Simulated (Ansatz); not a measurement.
```xyz
8

C    -0.0382   -0.3942    0.7372
N    -0.0325    0.8639    0.0000
C    -0.0382   -0.3942   -0.7372
H     0.8969    1.2684    0.0000
H    -0.9553   -0.6030    1.2768
H    -0.9553   -0.6030   -1.2768
H     0.8689   -0.7079    1.2440
H     0.8689   -0.7079   -1.2440
```

Geometry: PBE0-D4/def2-TZVP.

These are results of Ansatz 0.2.0, RKS PBE0-D4/def2-TZVPP, not measurements.

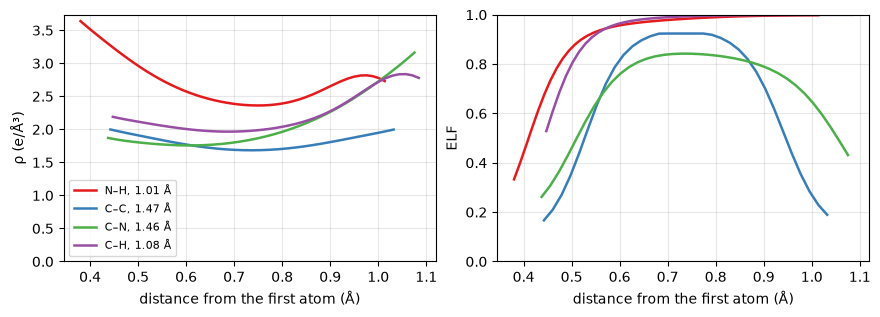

C2H5N (SMILES C1CN1). Electron density and ELF along straight lines between neighbouring atoms. The curves leave out the atomic cores.

> What can be read from the curves?

N–H (1.01 Å): the density is about 2.9 e/Å³ at the midpoint; the ELF climbs to about 1 towards the hydrogen, as it does in any bond to H: a covalent bond by its length.
C–C (1.47 Å): the density is about 1.7 e/Å³ at the midpoint; the ELF peaks at about 0.90 between the atoms, as expected for a covalent bond.
C–N (1.46 Å): the density is about 1.8 e/Å³ at the midpoint; the ELF peaks at about 0.85 between the atoms (a covalent bond).
C–H (1.08 Å): the density is about 2.1 e/Å³ at the midpoint; the ELF climbs to about 1 towards the hydrogen: a covalent bond by its length.
